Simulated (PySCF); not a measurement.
# C6H10ClFSi: what the fields show

```xyz
19

C     3.6616    0.5054   -0.4776
C     2.6782    0.4562    0.2026
C     1.4537    0.4001    0.9755
C     0.2098    0.2637    0.0929
F     0.1788    1.3605   -0.7838
C     0.2905   -0.9681   -0.7952
Cl   -0.0620   -2.4102    0.1700
Si   -1.4246    0.3638    1.1277
C    -2.8764   -0.0892    0.0025
H     4.5368    0.5560   -1.0534
H     1.4853   -0.4561    1.6536
H     1.3673    1.3126    1.5709
H    -0.4550   -0.9093   -1.5886
H     1.2848   -1.0880   -1.2310
H    -1.4914    1.7676    1.5462
H    -1.3047   -0.5199    2.2884
H    -2.8589    0.4945   -0.9143
H    -2.8655   -1.1416   -0.2663
H    -3.8180    0.1114    0.5029
```

Geometry: GFN2-xTB.

Theory: PySCF, PBE0/pcSseg-1, SCF density, gas phase, non-relativistic.

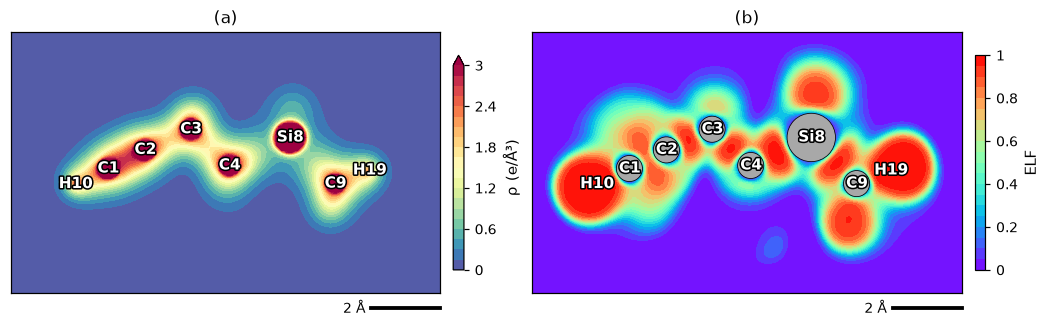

Figure 1. (a) electron density; (b) electron localisation function on the plane of atoms C2, C3 and C4. Grey discs cover the atomic cores in the ELF map.

Q: Read the bonding off the picture.

A:
- The plane passes through C, Si and H nuclei.
- C–C (1.20 Å): ρ at the midpoint is about 2.7 e/Å³; the ELF peaks at about 0.85 between the atoms; a multiple bond.
- C–Si (1.89 Å): ρ is about 0.92 e/Å³ halfway; the ELF peaks at about 0.95 between the atoms (a covalent bond).
- C–H (1.05 Å): ρ is about 2.1 e/Å³ halfway; the ELF climbs to about 1 towards the hydrogen, as it does in any bond to H; a covalent bond by its length.
- C–Si (1.94 Å): the density is about 0.91 e/Å³ at the midpoint; the ELF peaks at about 1 between the atoms: a covalent bond.

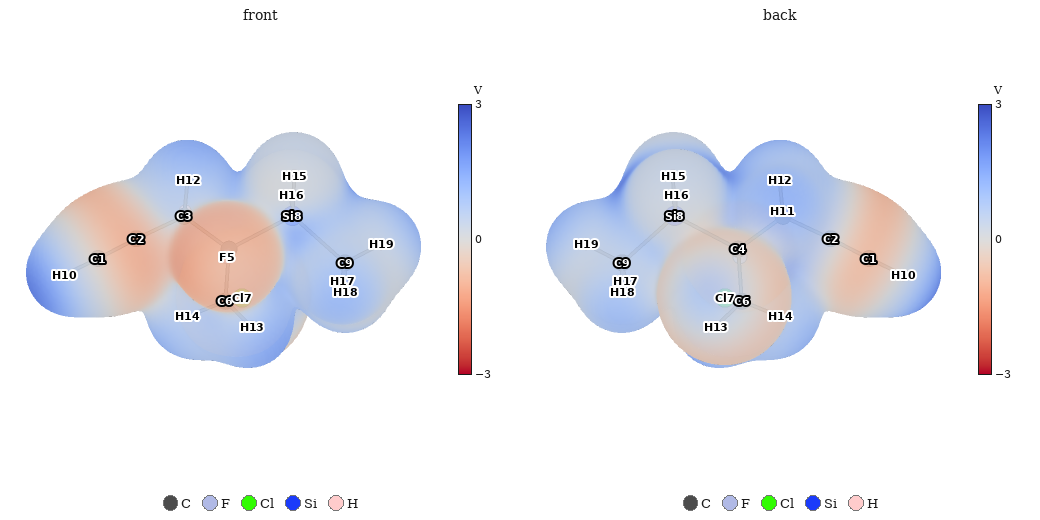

Figure 2. The electrostatic potential painted on the density surface at 0.004 e/bohr³, seen from the front and from behind; red is negative and blue positive.

Q: Describe the electrostatic potential map.

A: The most negative region (about −1.2 V, or −28 kcal/mol for a unit charge) lies over F5, the most positive (about +2.0 V, or +46 kcal/mol for a unit charge) over Si8 and H10. Cl7 shows a σ-hole: about +0.7 V, or +16 kcal/mol for a unit charge at the tip opposite its bond, against about 0.0 V on its flanks.

Q: How polar is the molecule by this calculation?

A: Its dipole moment is 0.58 D.
